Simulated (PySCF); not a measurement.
# C2H7Al: the cost of one run

Computed with PySCF 2.14.0, with density-fitted response routines of our own, on a single molecule in the gas phase. Atoms count from 0, in the outputs and in this text.

## (1) The molecule as given

10 atoms, charge 0, multiplicity 1; geometry from: GFN2-xTB. The atoms were then displaced at random by about 0.01 Å, so the start is not that level's minimum.

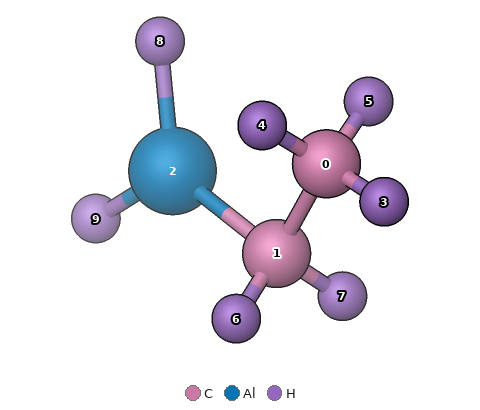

As it starts; carbon pink, aluminium blue, hydrogen purple, atoms numbered; sticks join atoms by distance.

## (2) Geometry optimisation at PBE0-D3(BJ)/def2-SVP

What the job is given:

```
{"job": {"xc": "PBE0", "basis": "def2-SVP", "d3": "d3bj", "grid": 1, "shake": 0.01, "kind": "geom"}, "charge": 0, "multiplicity": 1}
C     -1.095120    -0.086180     0.549940
C     -0.260190     0.317350    -0.677770
Al     1.600300    -0.171790    -0.188670
H     -2.137590     0.160080     0.379950
H     -0.787520     0.477080     1.421190
H     -1.018710    -1.120230     0.762590
H     -0.391400     1.387650    -0.895310
H     -0.626780    -0.195940    -1.567380
H      1.875260    -0.822550     1.222460
H      2.892190     0.033600    -1.028050
```

Started as:

```sh
> OMP_NUM_THREADS=1 python probes_run.py task.json out
```

The driver reads the jobs from task.json and runs them one after another.

**Question.** How long does this first job take on 1 thread of Arm Neoverse V1, shared host, and how much memory does it need?

About 10 s, with a peak of 0.34 GiB.
